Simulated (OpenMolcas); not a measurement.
# GaSiH4OF (SMILES [F][GaH][O][SiH3]) at 6 levels

We compute a comparison of 6 runs (HF/3-21G, BHLYP/6-31G*, BLYP/6-31G*, M06-2X/6-31G*, SVWN5/6-31G*, B3LYP/6-31G*) of GaSiH4OF. 

Program for the calculation: OpenMolcas 26.06.

### Step 1. The structure to begin with

GaSiH4OF: 8 atoms, total charge 0, spin state singlet. SMILES: `[F][GaH][O][SiH3]`. One bond was lengthened or shortened from a relaxed shape.

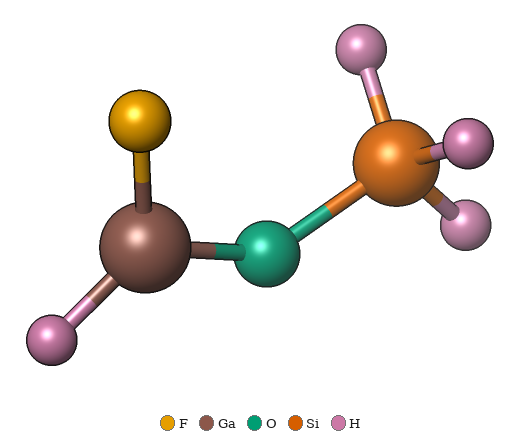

The structure, seen from a chosen angle (fluorine amber, gallium brown, oxygen teal, silicon orange, hydrogen pink).

### Step 2. The energy at HF/3-21G (run 1)

The input, mol.xyz:

```xyz
8

F      1.048378     1.617611     1.794457
Ga     1.515178     1.365811     0.125757
O      0.513478     0.170411    -0.695743
Si    -0.952800    -0.945800    -0.299100
H      2.684378     2.129811    -0.514843
H     -1.287500    -1.717200    -1.523200
H     -0.618600    -1.894300     0.796900
H     -2.137300    -0.143800     0.108800
```

The input, test.input:

```
&gateway
 baslib=$CurrDir
 coord=mol.xyz
 basis=3-21G
 group=NoSym

&seward

&scf
 thresholds=1e-10 1e-07 1e-07 1e-05
 prorbitals=1 2
```

The basis set 3-21G is read from a file made from the Basis Set Exchange's data (not shown).

On the command line:

```console
$ export MOLCAS_MEM=1860
$ pymolcas test.input > test.log
```

Output:

```text
--- Start Module: gateway ---
[...]
--- Stop Module: gateway /rc=_RC_ALL_IS_WELL_ ---
--- Start Module: seward ---
[...]
      Basis functions           61
--- Stop Module: seward /rc=_RC_ALL_IS_WELL_ ---
[...]
--- Start Module: scf ---
[...]
       Convergence after  13 Iterations
[...]
::    Total SCF energy                              -2377.0255406918
[...]
      Total spin, S                                     0.0000000000
[...]
      Total electronic charge=   66.000000
      Total            charge=   -0.000000
[...]
      Dipole Moment (debye):
      Origin of the operator (angstrom)=    0.7691    0.7320    0.1628
                   X=  3.4408E-02               Y= -3.8059E-01               Z= -1.0511E+00           Total=  1.1184E+00
      Quadrupole Moment (debye*angstrom):
[...]
--- Stop Module: scf /rc=_RC_ALL_IS_WELL_ ---
[...]
```

Wall time 6 s (1 thread of AMD EPYC 7R43 (Zen 3), shared host); peak memory 0.39 GiB.

### Step 3. The energy at BHLYP/6-31G(d) (spherical functions) (run 2)

The input, mol.inp:

```
* FGaH4OSi Kohn-Sham DFT

&gateway
  baslib=$CurrDir
  coord
  8
  bohr
  F      1.98114730     3.05684177     3.39103227
  Ga     2.86327145     2.58100873     0.23764629
  O      0.97033279     0.32203012    -1.31476372
  Si    -1.80053105    -1.78730297    -0.56521708
  H      5.07273923     4.02475949    -0.97291227
  H     -2.43302239    -3.24503770    -2.87843083
  H     -1.16898458    -3.57970820     1.50592275
  H     -4.03891165    -0.27174262     0.20560220
  basis=6-31Gs
  group=NoSym

&seward
  gridinput
  Grid=UltraFine
  End of Grid

&scf
  ksdft=HYB_GGA_XC_BHANDHLYP
  thresholds=1e-10 1e-07 1e-07 1e-05
  prorbitals=1 2
```

The basis set 6-31G* is read from a file made from the Basis Set Exchange's data (not shown).

On the command line:

```console
$ export MOLCAS_MEM=1860
$ pymolcas mol.inp > mol.log
```

Output:

```text
--- Start Module: gateway ---
[...]
--- Stop Module: gateway /rc=_RC_ALL_IS_WELL_ ---
--- Start Module: seward ---
[...]
      Basis functions           86
--- Stop Module: seward /rc=_RC_ALL_IS_WELL_ ---
[...]
--- Start Module: scf ---
[...]
       Convergence after  13 Iterations
[...]
::    Total KS-DFT energy                           -2391.4829151279
[...]
      Total spin, S                                     0.0000000000
[...]
      Total electronic charge=   66.000000
      Total            charge=   -0.000000
[...]
      Dipole Moment (debye):
      Origin of the operator (angstrom)=    0.7691    0.7320    0.1628
                   X= -2.2873E-02               Y= -4.5902E-01               Z= -1.1222E+00           Total=  1.2126E+00
      Quadrupole Moment (debye*angstrom):
[...]
--- Stop Module: scf /rc=_RC_ALL_IS_WELL_ ---
[...]
```

Wall time 35 s (1 thread of AMD EPYC 7R43 (Zen 3), shared host); peak memory 0.47 GiB.

### Step 4. The energy at BLYP/6-31G(d) (spherical functions) (run 3)

The input, test.inp:

```
* FGaH4OSi Kohn-Sham DFT

&GATEWAY
 BasLib=$CurrDir
 Coord
 8
 angstrom
 F        1.048378       1.617611       1.794457
 Ga       1.515178       1.365811       0.125757
 O        0.513478       0.170411      -0.695743
 Si      -0.952800      -0.945800      -0.299100
 H        2.684378       2.129811      -0.514843
 H       -1.287500      -1.717200      -1.523200
 H       -0.618600      -1.894300       0.796900
 H       -2.137300      -0.143800       0.108800
 Basis=6-31Gs
 Group=NoSym

&SEWARD
 GridInput
 Grid=UltraFine
 End of Grid

&SCF
 KSDFT=BLYP
 Thresholds=1e-10 1e-07 1e-07 1e-05
 PrOrbitals=1 1
```

The basis set 6-31G* is read from a file made from the Basis Set Exchange's data (not shown).

On the command line:

```console
$ export MOLCAS_MEM=1860
$ pymolcas test.inp > test.log
```

Output:

```text
--- Start Module: gateway ---
[...]
--- Stop Module: gateway /rc=_RC_ALL_IS_WELL_ ---
--- Start Module: seward ---
[...]
      Basis functions           86
--- Stop Module: seward /rc=_RC_ALL_IS_WELL_ ---
[...]
--- Start Module: scf ---
[...]
       Convergence after  17 Iterations
[...]
::    Total KS-DFT energy                           -2391.6218519682
[...]
      Total spin, S                                     0.0000000000
[...]
      Total electronic charge=   66.000000
      Total            charge=   -0.000000
[...]
      Dipole Moment (debye):
      Origin of the operator (angstrom)=    0.7691    0.7320    0.1628
                   X= -1.2879E-01               Y= -4.9326E-01               Z= -9.7404E-01           Total=  1.0994E+00
      Quadrupole Moment (debye*angstrom):
[...]
--- Stop Module: scf /rc=_RC_ALL_IS_WELL_ ---
[...]
```

Wall time 39 s (1 thread of AMD EPYC 7R43 (Zen 3), shared host); peak memory 0.47 GiB.

Runs 4 to 5 aren't shown in full; the table further down has their settings and results.

### Step 5. The energy at B3LYP/6-31G(d) (Cartesian functions) (run 6)

The input, job.input:

```
&GATEWAY
  BasLib=$CurrDir
  BasisSet
  F.6-31Gs....
  F1 1.048378 1.617611 1.794457 angstrom
  End of Basis
  BasisSet
  Ga.6-31Gs....
  Ga2 1.515178 1.365811 0.125757 angstrom
  End of Basis
  BasisSet
  O.6-31Gs....
  O3 0.513478 0.170411 -0.695743 angstrom
  End of Basis
  BasisSet
  Si.6-31Gs....
  Si4 -0.952800 -0.945800 -0.299100 angstrom
  End of Basis
  BasisSet
  H.6-31Gs....
  H5 2.684378 2.129811 -0.514843 angstrom
  H6 -1.287500 -1.717200 -1.523200 angstrom
  H7 -0.618600 -1.894300 0.796900 angstrom
  H8 -2.137300 -0.143800 0.108800 angstrom
  End of Basis

&SEWARD
  GridInput
  Grid=UltraFine
  End of Grid

&SCF
  KSDFT=B3LYP
  Thresholds=1e-10 1e-07 1e-07 1e-05
  PrOrbitals=1
```

The basis set 6-31G* is read from a file made from the Basis Set Exchange's data (not shown).

On the command line:

```console
$ export MOLCAS_MEM=1860
$ pymolcas job.input > job.log
```

Output:

```text
--- Start Module: gateway ---
[...]
--- Stop Module: gateway /rc=_RC_ALL_IS_WELL_ ---
--- Start Module: seward ---
[...]
      Basis functions           92
--- Stop Module: seward /rc=_RC_ALL_IS_WELL_ ---
[...]
--- Start Module: scf ---
[...]
       Convergence after  14 Iterations
[...]
::    Total KS-DFT energy                           -2391.6656630034
[...]
      Total spin, S                                     0.0000000000
[...]
      Total electronic charge=   66.000000
      Total            charge=   -0.000000
[...]
      Dipole Moment (debye):
      Origin of the operator (angstrom)=    0.7691    0.7320    0.1628
                   X= -8.6532E-02               Y= -4.7946E-01               Z= -1.0329E+00           Total=  1.1420E+00
      Quadrupole Moment (debye*angstrom):
[...]
--- Stop Module: scf /rc=_RC_ALL_IS_WELL_ ---
[...]
```

Wall time 46 s (1 thread of AMD EPYC 7R43 (Zen 3), shared host); peak memory 0.5 GiB.

### Step 6. The series

| run | level | integration grid | Cartesian functions | energy (Eh) | dipole moment (D) | HOMO energy (eV) | LUMO energy (eV) | wall time |
| --- | --- | --- | --- | --- | --- | --- | --- | --- |
| 1 | HF/3-21G | – | no | -2377.025541 | 1.12 | -12.02 | 2.06 | 6 s |
| 2 | BHLYP/6-31G* (spherical functions) | UltraFine | no | -2391.482915 | 1.21 | -10.01 | -0.02 | 35 s |
| 3 | BLYP/6-31G* (spherical functions) | UltraFine | no | -2391.621852 | 1.10 | -6.87 | -1.58 | 39 s |
| 4 | M06-2X/6-31G* (spherical functions) | UltraFine | no | -2391.485717 | 1.18 | -10.09 | -0.26 | 47 s |
| 5 | SVWN5/6-31G* (spherical functions) | UltraFine | no | -2386.199345 | 1.14 | -7.16 | -1.89 | 34 s |
| 6 | B3LYP/6-31G* (Cartesian functions) | UltraFine | yes | -2391.665663 | 1.14 | -8.26 | -1.00 | 46 s |

### Step 7. What came out

| quantity | value |
| --- | --- |
| run 6: total energy | -2391.66566 Eh |
| run 6: dipole moment | 1.14 D |
| run 6: HOMO energy | -8.26 eV |
| run 6: LUMO energy | -1.00 eV |
| run 6: HOMO–LUMO gap | 7.26 eV |

What this shows: The dipole moment (its size) runs from 1.10 D (BLYP/6-31G*) to 1.21 D (BHLYP/6-31G*). The HOMO–LUMO gap runs from 5.27 eV (SVWN5/6-31G*) to 14.08 eV (HF/3-21G). The two ends differ in method and basis. Totals of different functionals can't be ranked against each other. All runs together took 3.5 min, the longest 47 s.
